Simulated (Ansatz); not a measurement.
**SiGeCl (quartet): the correlation ladder at a displaced geometry (v2), cc-pVDZ**

Aim: climb from Hartree-Fock through coupled cluster and multireference methods for SiGeCl (quartet) at one geometry and basis, and see what each rung misses.

Method: cc-pVDZ, core rule «outside noble gas», up to 24 orbitals frozen; program: Ansatz 0.2.0, Gaussian basis.

The runs, in order: UHF; CCSD(T) on ROHF; CCSD(T) on UHF; BCCD(T) on ROHF; CISD; CCSDT(Q) on ROHF; CCSDT(Q) on UHF; CASSCF and NEVPT2, 13 electrons in 11 orbitals.

31 further runs of the same task are left out: 15 that didn't finish, 16 set aside as unsound or not needed.

### Step 1. The geometry

The geometry is a PBE0/def2-TZVP stationary point (not a proven minimum) with its atoms shifted at random (size 0.100 Å). No spin-orbit coupling is included. The filled d shell of Ge may be among the frozen orbitals whatever the setting's name suggests; the logs give the count.

3 atoms, charge 0, spin multiplicity 4.

Atoms are counted from 1 here; the program's logs count them from 0.

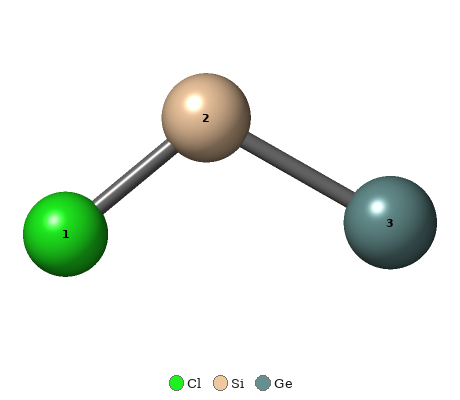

The structure; chlorine green, silicon light orange, germanium teal; atoms are numbered from 1 in the order of the file.

Geometry (Å):

```
Cl    0.08108   -0.41146    2.29386
Si   -0.08379    0.95777    0.73416
Ge   -0.00717   -0.16950   -1.40341
```

In the tables R marks a restricted open-shell determinant and U an unrestricted one; 'valence' is the active space of 13 electrons in 11 orbitals; energies count from the table's Hartree-Fock row.

### Step 2. UHF

Input file in.yaml:

```yaml
crystal:
  periodic: [false, false, false]
  atoms:
    - {symbol: Cl, position_ang: [0.081080, -0.411458, 2.293858]}
    - {symbol: Si, position_ang: [-0.083794, 0.957774, 0.734160]}
    - {symbol: Ge, position_ang: [-0.007174, -0.169495, -1.403406]}
basis:
  gaussian: {orbitals: cc-pVDZ}
magnetization: {spin_polarized: true, initial_magnetization: 3}
hamiltonian: {xc: hf}
output: {orbitals: {seedname: orbitals}}
```

Started as:

```bash
> ansatz run in.yaml --threads 1 --pin off --events-out ev --progress --plain --max-ram 2393MiB
```

The program printed:

```text
Functional definition: HF
  name "HF"
  cite "Fock, Z. Phys. 61, 126 (1930) doi:10.1007/BF01340294"
  parent pbe
  exchange = exact_x
  correlation = 0
708 factors; integrals over basis functions are off by at most 8.8e-4 eV
mean field evaluation 1: about -76837.1492 eV, gradient 8.0e0 eV
mean field evaluation 2: about -76837.2674 eV, gradient 8.2e0 eV
mean field evaluation 4: about -76838.1428 eV, gradient 1.7e0 eV
mean field evaluation 8: about -76838.2126 eV, gradient 2.3e-1 eV
mean field evaluation 16: about -76838.2145 eV, gradient 2.6e-5 eV
mean field evaluation 32: about -76837.3970 eV, gradient 2.9e0 eV
mean field evaluation 64: about -76838.1931 eV, gradient 4.2e-1 eV
mean field evaluation 96: about -76837.2974 eV, gradient 5.3e-2 eV
mean field -76838.21452850 eV, -2823.7523011098 hartree, gradient 2.6e-5 eV, S^2 3.774290; 2 other end points of the search recorded, 0 dependent functions left out
reference -76838.21452850 eV, -2823.7523011098 hartree; 33, 30 occupied and 30, 33 virtual orbitals, 708 factors
Total energy: -76838.21452850 eV, -2823.7523011098 hartree
```

It took 3.5 s on 1 thread of Arm Neoverse V2, shared host.

From the report: ⟨S²⟩ of the determinant 3.774 (pure quartet: 3.75).

### Step 3. CCSD(T) on ROHF

in.yaml, as its differences from that of step 2:

```diff
@@ -8,4 +8,3 @@
   gaussian: {orbitals: cc-pVDZ}
-magnetization: {spin_polarized: true, initial_magnetization: 3}
-hamiltonian: {xc: hf}
-output: {orbitals: {seedname: orbitals}}
+magnetization: {spin_polarized: false, initial_magnetization: 3}
+correlation: {method: ccsd_t, electrons: outside_noble_gas}
```

The command is unchanged.

The program printed (excerpt; [...] marks lines left out):

```text
Functional definition: HF
  name "HF"
  cite "Fock, Z. Phys. 61, 126 (1930) doi:10.1007/BF01340294"
  parent pbe
[...]
708 factors; integrals over basis functions are off by at most 8.8e-4 eV
[...]
mean field -76838.06970182 eV, -2823.7469788277 hartree, gradient 6.6e-6 eV, S^2 3.750000; 10 other end points of the search recorded, 0 dependent functions left out
[...]
determinant -76838.06970182 eV, -2823.7469788277 hartree, with singles and doubles -76846.23483213 eV, -2824.0470418320 hartree
determinant -76837.01666240 eV, -2823.7082803425 hartree, with singles and doubles -76844.90082851 eV, -2823.9980181031 hartree
determinant -76835.74062687 eV, -2823.6613869018 hartree, with singles and doubles -76843.96781615 eV, -2823.9637305314 hartree
determinant -76835.22942773 eV, -2823.6426006799 hartree, with singles and doubles -76843.74393395 eV, -2823.9555030121 hartree
determinant -76834.80889795 eV, -2823.6271464958 hartree, with singles and doubles -76843.23083072 eV, -2823.9366468165 hartree
24 core orbitals not correlated: weight in the atoms' cores, before any rotation towards them, 1.000 or more for the frozen orbitals, at most 0.000 for the correlated occupied ones
reference -76838.06970182 eV, -2823.7469788277 hartree; 9, 6 occupied and 30, 33 virtual orbitals, 708 factors
second order -7.15627161 eV of doubles, -0.07236279 eV of singles
cycle   1  -8.16515678 eV  change   -2.6e-5 eV  update   1.4e-3
[...]
cycle   8  -8.16555205 eV  change    1.2e-5 eV  update   5.7e-6
perturbative correction -0.29576702 eV, -0.0108692376 hartree
Total energy: -76846.53102090 eV, -2824.0579265684 hartree
```

It took 14 s on 1 thread of Arm Neoverse V2, shared host.

From the report: correlation -8.4613 eV; T1 0.021; largest double amplitude 0.10.

### Step 4. CCSD(T) on UHF

in.yaml, as its differences from that of step 3:

```diff
@@ -8,3 +8,3 @@
   gaussian: {orbitals: cc-pVDZ}
-magnetization: {spin_polarized: false, initial_magnetization: 3}
+magnetization: {spin_polarized: true, initial_magnetization: 3}
 correlation: {method: ccsd_t, electrons: outside_noble_gas}
```

Same command.

The program printed (excerpt; [...] marks lines left out):

```text
Functional definition: HF
  name "HF"
  cite "Fock, Z. Phys. 61, 126 (1930) doi:10.1007/BF01340294"
  parent pbe
[...]
708 factors; integrals over basis functions are off by at most 8.8e-4 eV
[...]
mean field -76838.21452850 eV, -2823.7523011098 hartree, gradient 3.9e-6 eV, S^2 3.774290; 11 other end points of the search recorded, 0 dependent functions left out
determinant -76838.21452850 eV, -2823.7523011098 hartree, with singles and doubles -76846.24764299 eV, -2824.0475126223 hartree
determinant -76837.29789204 eV, -2823.7186153413 hartree, with singles and doubles -76844.92348339 eV, -2823.9988506547 hartree
determinant -76836.09785917 eV, -2823.6745149468 hartree, with singles and doubles -76843.92435669 eV, -2823.9621334256 hartree
determinant -76835.39689143 eV, -2823.6487548575 hartree, with singles and doubles -76843.75843385 eV, -2823.9560358739 hartree
determinant -76834.96686609 eV, -2823.6329517179 hartree, with singles and doubles -76843.24470599 eV, -2823.9371567230 hartree
24 core orbitals not correlated: weight in the atoms' cores, before any rotation towards them, 1.000 or more for the frozen orbitals, at most 0.000 for the correlated occupied ones
reference -76838.21452850 eV, -2823.7523011098 hartree; 9, 6 occupied and 30, 33 virtual orbitals, 708 factors
second order -7.02964320 eV of doubles, -0.00000000 eV of singles
cycle   1  -8.03340418 eV  change   -2.9e-4 eV  update   1.7e-3
[...]
cycle   8  -8.03421219 eV  change    1.7e-5 eV  update   6.4e-6
perturbative correction -0.28956359 eV, -0.0106412656 hartree
Total energy: -76846.53830428 eV, -2824.0581942277 hartree
```

Wall time 17 s (1 thread of Arm Neoverse V2, shared host).

From the report: ⟨S²⟩ of the determinant 3.774 (pure quartet: 3.75); correlation -8.3238 eV; T1 0.021; largest double amplitude 0.10.

### Step 5. BCCD(T) on ROHF

in.yaml, as its differences from that of step 4:

```diff
@@ -8,3 +8,3 @@
   gaussian: {orbitals: cc-pVDZ}
-magnetization: {spin_polarized: true, initial_magnetization: 3}
-correlation: {method: ccsd_t, electrons: outside_noble_gas}
+magnetization: {spin_polarized: false, initial_magnetization: 3}
+correlation: {method: bccd_t, electrons: outside_noble_gas}
```

Launched as before.

The program printed (excerpt; [...] marks lines left out):

```text
Functional definition: HF
  name "HF"
  cite "Fock, Z. Phys. 61, 126 (1930) doi:10.1007/BF01340294"
  parent pbe
[...]
708 factors; integrals over basis functions are off by at most 8.8e-4 eV
[...]
mean field -76838.06970182 eV, -2823.7469788277 hartree, gradient 6.6e-6 eV, S^2 3.750000; 10 other end points of the search recorded, 0 dependent functions left out
[...]
determinant -76838.06970182 eV, -2823.7469788277 hartree, with singles and doubles -76846.23483213 eV, -2824.0470418320 hartree
determinant -76837.01666240 eV, -2823.7082803425 hartree, with singles and doubles -76844.90082851 eV, -2823.9980181031 hartree
determinant -76835.74062687 eV, -2823.6613869018 hartree, with singles and doubles -76843.96781615 eV, -2823.9637305314 hartree
determinant -76835.22942773 eV, -2823.6426006799 hartree, with singles and doubles -76843.74393395 eV, -2823.9555030121 hartree
determinant -76834.80889795 eV, -2823.6271464958 hartree, with singles and doubles -76843.23083072 eV, -2823.9366468165 hartree
24 core orbitals not correlated: weight in the atoms' cores, before any rotation towards them, 1.000 or more for the frozen orbitals, at most 0.000 for the correlated occupied ones
reference -76838.06970182 eV, -2823.7469788277 hartree; 9, 6 occupied and 30, 33 virtual orbitals, 708 factors
second order -7.15627161 eV of doubles, -0.07236279 eV of singles
cycle   1  -8.15405476 eV  change    1.1e-2 eV  update   1.0e-2
[...]
cycle  10  -8.15194727 eV  change   -2.6e-6 eV  update   1.3e-5
perturbative correction -0.31130627 eV, -0.0114402943 hartree
Total energy: -76846.53295536 eV, -2824.0579976584 hartree
```

Wall time 15 s (1 thread of Arm Neoverse V2, shared host).

From the report: correlation -8.4633 eV; largest double amplitude 0.10.

### Step 6. CISD

in.yaml, as its differences from that of step 5:

```diff
@@ -9,2 +9,2 @@
 magnetization: {spin_polarized: false, initial_magnetization: 3}
-correlation: {method: bccd_t, electrons: outside_noble_gas}
+correlation: {active_space: {ras: {orbitals: [6, 3, 30], electrons: 15, max_holes: 2, max_particles: 2}, fixed_orbitals: true}}
```

Launched as before.

The program printed:

```text
Functional definition: HF
  name "HF"
  cite "Fock, Z. Phys. 61, 126 (1930) doi:10.1007/BF01340294"
  parent pbe
  exchange = exact_x
  correlation = 0
708 factors; integrals over basis functions are off by at most 8.8e-4 eV
mean field evaluation 1: about -76837.1804 eV, gradient 1.1e1 eV
mean field evaluation 2: about -76837.2887 eV, gradient 1.1e1 eV
mean field evaluation 4: about -76838.0453 eV, gradient 1.4e0 eV
mean field evaluation 8: about -76838.0690 eV, gradient 7.3e-2 eV
mean field evaluation 16: about -76836.2339 eV, gradient 7.9e0 eV
mean field evaluation 32: about -76837.4918 eV, gradient 1.3e0 eV
mean field evaluation 64: about -76837.2221 eV, gradient 1.1e0 eV
mean field -76838.06970182 eV, -2823.7469788277 hartree, gradient 6.6e-6 eV, S^2 3.750000; 7 other end points of the search recorded, 0 dependent functions left out
reference -76838.06970182 eV, -2823.7469788277 hartree; 33, 30 occupied and 30, 33 virtual orbitals, 708 factors
state -76845.35497797 eV, -2824.0147077879 hartree
Total energy: -76845.35497797 eV, -2824.0147077879 hartree
```

It took 20 s on 1 thread of Arm Neoverse V2, shared host.

From the report: 215,027 determinants.

### Step 7. CCSDT(Q) on ROHF

in.yaml, as its differences from that of step 6:

```diff
@@ -9,2 +9,2 @@
 magnetization: {spin_polarized: false, initial_magnetization: 3}
-correlation: {active_space: {ras: {orbitals: [6, 3, 30], electrons: 15, max_holes: 2, max_particles: 2}, fixed_orbitals: true}}
+correlation: {method: ccsdt_q, electrons: outside_noble_gas}
```

Launched as before.

The program printed (excerpt; [...] marks lines left out):

```text
Functional definition: HF
  name "HF"
  cite "Fock, Z. Phys. 61, 126 (1930) doi:10.1007/BF01340294"
  parent pbe
[...]
1239 factors; integrals over basis functions are off by at most 1.3e-7 eV
[...]
mean field -76838.06986005 eV, -2823.7469846426 hartree, gradient 2.8e-6 eV, S^2 3.750000; 9 other end points of the search recorded, 0 dependent functions left out
[...]
determinant -76838.06986005 eV, -2823.7469846426 hartree, with singles and doubles -76846.23499657 eV, -2824.0470478751 hartree
determinant -76837.01681183 eV, -2823.7082858343 hartree, with singles and doubles -76844.90099219 eV, -2823.9980241182 hartree
determinant -76835.22958410 eV, -2823.6426064267 hartree, with singles and doubles -76843.74410743 eV, -2823.9555093876 hartree
determinant -76834.80905482 eV, -2823.6271522605 hartree, with singles and doubles -76843.23097305 eV, -2823.9366520467 hartree
24 core orbitals not correlated: weight in the atoms' cores, before any rotation towards them, 1.000 or more for the frozen orbitals, at most 0.000 for the correlated occupied ones
reference -76838.06986005 eV, -2823.7469846426 hartree; 9, 6 occupied and 30, 33 virtual orbitals, 1239 factors
second order -7.15627728 eV of doubles, -0.07236210 eV of singles
cycle   1  -7.86351649 eV  change   -6.3e-1 eV  update   1.0e-1
[...]
cycle  19  -8.50666900 eV  change   -1.3e-7 eV  update   9.0e-7
perturbative correction -0.02434826 eV, -0.0008947819 hartree
Total energy: -76846.60087731 eV, -2824.0604937442 hartree
```

Wall time 67 s (1 thread of Arm Neoverse V2, shared host); peak memory 0.87 GiB.

From the report: correlation -8.5310 eV; T1 0.023; largest double amplitude 0.12.

### Step 8. CCSDT(Q) on UHF

in.yaml, as its differences from that of step 7:

```diff
@@ -8,3 +8,3 @@
   gaussian: {orbitals: cc-pVDZ}
-magnetization: {spin_polarized: false, initial_magnetization: 3}
+magnetization: {spin_polarized: true, initial_magnetization: 3}
 correlation: {method: ccsdt_q, electrons: outside_noble_gas}
```

Launched as before.

The program printed (excerpt; [...] marks lines left out):

```text
Functional definition: HF
  name "HF"
  cite "Fock, Z. Phys. 61, 126 (1930) doi:10.1007/BF01340294"
  parent pbe
[...]
1239 factors; integrals over basis functions are off by at most 1.3e-7 eV
[...]
mean field -76838.21468593 eV, -2823.7523068954 hartree, gradient 5.2e-6 eV, S^2 3.774290; 10 other end points of the search recorded, 0 dependent functions left out
determinant -76838.21468593 eV, -2823.7523068954 hartree, with singles and doubles -76846.24780730 eV, -2824.0475186609 hartree
determinant -76837.29804710 eV, -2823.7186210397 hartree, with singles and doubles -76844.92364851 eV, -2823.9988567226 hartree
determinant -76836.09803359 eV, -2823.6745213567 hartree, with singles and doubles -76843.92451913 eV, -2823.9621393952 hartree
determinant -76835.39704713 eV, -2823.6487605792 hartree, with singles and doubles -76843.75858718 eV, -2823.9560415086 hartree
determinant -76834.96702410 eV, -2823.6329575245 hartree, with singles and doubles -76843.24486845 eV, -2823.9371626934 hartree
24 core orbitals not correlated: weight in the atoms' cores, before any rotation towards them, 1.000 or more for the frozen orbitals, at most 0.000 for the correlated occupied ones
reference -76838.21468593 eV, -2823.7523068954 hartree; 9, 6 occupied and 30, 33 virtual orbitals, 1239 factors
second order -7.02964885 eV of doubles, -0.00000000 eV of singles
cycle   1  -7.70151756 eV  change   -6.7e-1 eV  update   1.0e-1
[...]
cycle  19  -8.37104677 eV  change   -1.1e-7 eV  update   1.1e-6
perturbative correction -0.02609993 eV, -0.0009591549 hartree
Total energy: -76846.61183264 eV, -2824.0608963450 hartree
```

It took 66 s on 1 thread of Arm Neoverse V2, shared host; peak memory 0.64 GiB.

From the report: ⟨S²⟩ of the determinant 3.774 (pure quartet: 3.75); correlation -8.3971 eV; T1 0.023; largest double amplitude 0.12.

### Step 9. CASSCF and NEVPT2, 13 electrons in 11 orbitals

Input file in.yaml:

```yaml
crystal:
  periodic: [false, false, false]
  atoms:
    - {symbol: Cl, position_ang: [0.081080, -0.411458, 2.293858]}
    - {symbol: Si, position_ang: [-0.083794, 0.957774, 0.734160]}
    - {symbol: Ge, position_ang: [-0.007174, -0.169495, -1.403406]}
basis:
  gaussian: {orbitals: cc-pVDZ}
magnetization: {spin_polarized: false, initial_magnetization: 3}
correlation: {method: sc_nevpt2, electrons: outside_noble_gas, active_space: {window: {electrons: 13, orbitals: 11}, shells: [{species: Cl, l: p, shell: 3}, {species: Ge, l: s, shell: 4}, {species: Ge, l: p, shell: 4}, {species: Si, l: s, shell: 3}, {species: Si, l: p, shell: 3}]}}
```

Same command.

The program printed (excerpt; [...] marks lines left out):

```text
Functional definition: HF
  name "HF"
  cite "Fock, Z. Phys. 61, 126 (1930) doi:10.1007/BF01340294"
  parent pbe
[...]
1239 factors; integrals over basis functions are off by at most 1.3e-7 eV
[...]
mean field -76838.06986005 eV, -2823.7469846426 hartree, gradient 2.8e-6 eV, S^2 3.750000; 7 other end points of the search recorded, 0 dependent functions left out
reference -76838.06986005 eV, -2823.7469846426 hartree; 33, 30 occupied and 30, 33 virtual orbitals, 1239 factors
state -76839.67975698 eV, -2823.8061472632 hartree
state -76839.67975698 eV, -2823.8061472632 hartree; corrected -76845.28989889 eV, -2824.0123161757 hartree
Total energy: -76845.28989889 eV, -2824.0123161757 hartree
Checks for a lower state left out: starts, orbital_swaps
```

Wall time 18 s (1 thread of Arm Neoverse V2, shared host); peak memory 0.27 GiB.

From the report: 38,150 determinants; active occupations 2.00, 1.99, 1.99, 1.98, 1.93, 1.02, 1.00, 0.98, 0.06, 0.03, 0.02.

### Step 10. How many determinants matter

Natural occupations of the CASSCF valence state about the gap (report; correlated orbitals 2 to 11): 1.993, 1.985, 1.980, 1.927, 1.017, 0.999, 0.979, 0.064, 0.035, 0.025. The count of effectively unpaired electrons, Σ n²(2 − n)², is 3.04; a single determinant of this spin has 3.

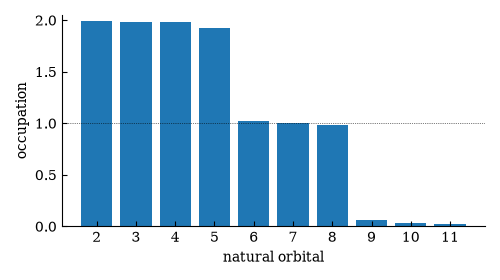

Natural occupations of the CASSCF valence state.

### Step 11. Misses and costs

The yardstick is UCCSDT(Q), where the cluster series has nearly closed. Rows without a time come out of other runs: HF, MP2 and CCSD of CCSD(T), CCSDT of CCSDT(Q), CASSCF and MRCISD of the multireference runs.

Differences are taken before rounding.

```
        method  energy from the lowest RHF (kJ/mol)  from UCCSDT(Q) (kJ/mol)  time
           RHF                                  0.0                   +824.2      
           UHF                                -14.0                   +810.2      
          RMP2                               -697.5                   +126.7      
          UMP2                               -692.2                   +132.0      
          CISD                               -702.9                   +121.3  20 s
         RCCSD                               -787.9                    +36.3      
         UCCSD                               -789.2                    +35.0      
      RCCSD(T)                               -816.4                     +7.8  14 s
      UCCSD(T)                               -817.1                     +7.1  17 s
       BCCD(T)                               -816.6                     +7.6  15 s
        RCCSDT                               -820.8                     +3.4      
        UCCSDT                               -821.7                     +2.5      
     RCCSDT(Q)                               -823.1                     +1.1  67 s
     UCCSDT(Q)                               -824.2                        0  66 s
CASSCF valence                               -155.3                   +668.8      
NEVPT2 valence                               -696.6                   +127.5  18 s
```

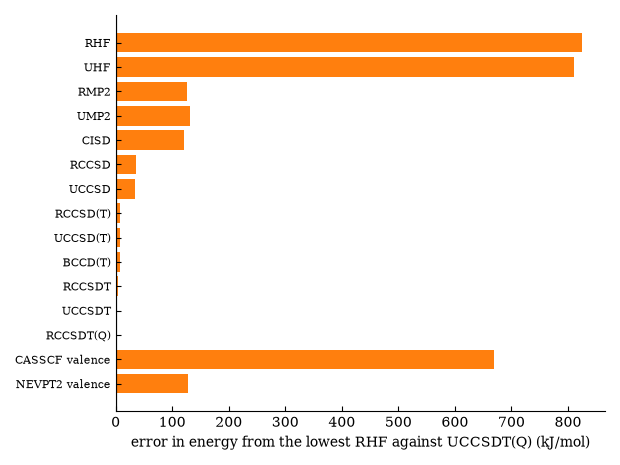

How far each level lands from UCCSDT(Q).

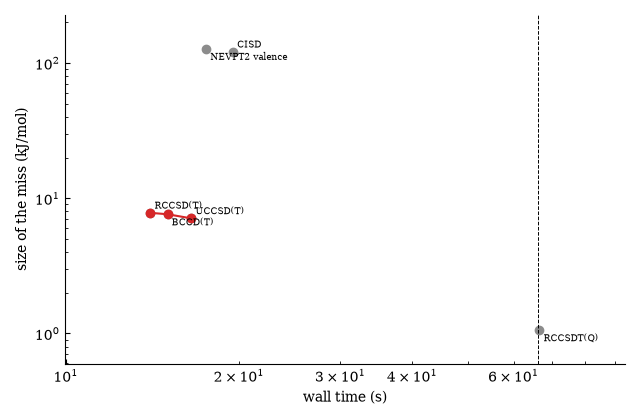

Miss against cost. Red marks the levels that no quicker level drawn beats (of those quicker than the yardstick), and the dashed line is the time of UCCSDT(Q). Times are from a shared host.

### Step 12. Summary of results

```
                         quantity                      value
   UCCSDT(Q) below the RHF energy                 -8.5421 eV
              RMP2 from UCCSDT(Q)              +126.7 kJ/mol
              UMP2 from UCCSDT(Q)              +132.0 kJ/mol
             RCCSD from UCCSDT(Q)               +36.3 kJ/mol
          RCCSD(T) from UCCSDT(Q)                +7.8 kJ/mol
          UCCSD(T) from UCCSDT(Q)                +7.1 kJ/mol
         RCCSDT(Q) from UCCSDT(Q)                +1.1 kJ/mol
    NEVPT2 valence from UCCSDT(Q)              +127.5 kJ/mol
levels within 1 kcal/mol (43 meV)  RCCSDT, UCCSDT, RCCSDT(Q)
                    T1 diagnostic                      0.021
   effectively unpaired electrons                       3.04
```

**Reading.** RCCSD(T) lands +7.8 kJ/mol from the yardstick (0.9 % of the correlation energy). One determinant dominates. These misses are within one basis, not against nature; the frozen cores of restricted and unrestricted runs differ, which can shift their rows.

UCCSD(T) reaches 7.1 kJ/mol from the reference in 17 s, where UCCSDT(Q) took 66 s; the quickest level in the cost chart, RCCSD(T), takes 14 s and misses by 7.8 kJ/mol.
